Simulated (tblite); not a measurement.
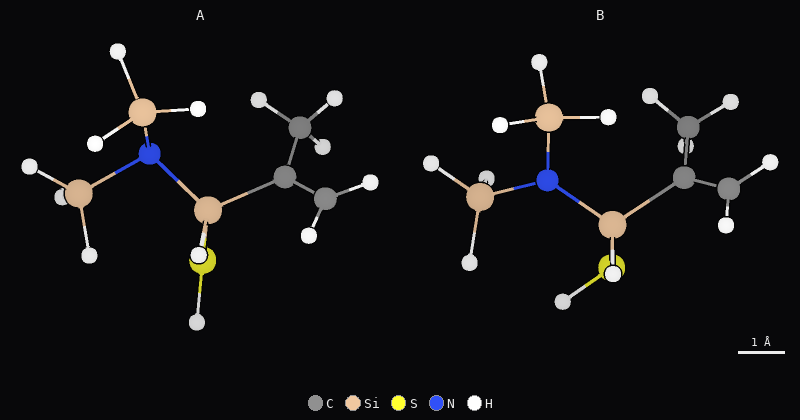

Two geometries of C3H13NSSi3, drawn at one scale. One is the start of a relaxation, the other its converged end. A ball-and-stick model, seen at a tilt.

These are results of GFN2-xTB geometry optimisation, gas phase (tblite), not measurements. 

### Which one is relaxed?

Structure B is the relaxed one. The atom that moves furthest after the best rigid fit is an H atom (0.88 Å). By element the largest moves are H 0.88 Å, N 0.75 Å, Si 0.39 Å, S 0.28 Å, C 0.28 Å. Among the contacts that change: H–S 1.413 → 1.321 Å, N–Si 1.798 → 1.750 Å, C–Si 1.838 → 1.882 Å, N–Si 1.782 → 1.739 Å. Bond angles that change, for instance: Si–N–Si 106.7° → 120.9°, Si–N–Si 107.0° → 118.8°, Si–S–H 106.5° → 96.5°. Groups turn about S–Si by about 60°, C–C by about 30°. Over 143 geometry steps the energy falls by 96.3 kJ/mol.
